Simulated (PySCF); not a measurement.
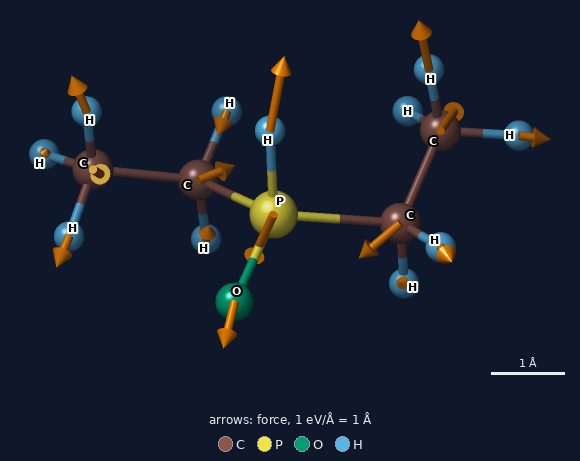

Starting geometry of C$_{4}$H$_{11}$OP with the computed forces as orange arrows. The picture is a ball-and-stick view, seen from a free direction.

The start comes from GFN2-xTB. Its atoms were then displaced at random by about 0.01 Å.

Computed with PBE0-D3(BJ)/def2-SVP geometry optimisation, gas phase in PySCF 2.14.0, density-fitted response routines. 

Is this structure relaxed? If not, where do the atoms go?

Answer. It isn't relaxed: the largest force vector, on the P atom, is 1.18 eV/Å. The final displacements have little in common with the starting forces (cosine between the two patterns 0.17). The atom that moves furthest after the best rigid fit is an H atom (0.19 Å). Largest moves by element: H 0.19 Å, C 0.09 Å, O 0.06 Å, P 0.06 Å. Some distances before and after: H–P 1.385 → 1.435 Å, C–C 1.487 → 1.521 Å, C–H 1.084 → 1.101 Å, C–P 1.838 → 1.824 Å. Among the angles between lasting bonds that change: C–P–H 104.7° → 102.0°, O–P–H 113.1° → 115.5°, C–P–C 108.8° → 106.7°. The energy falls by 2.58 kcal/mol in 8 geometry steps.
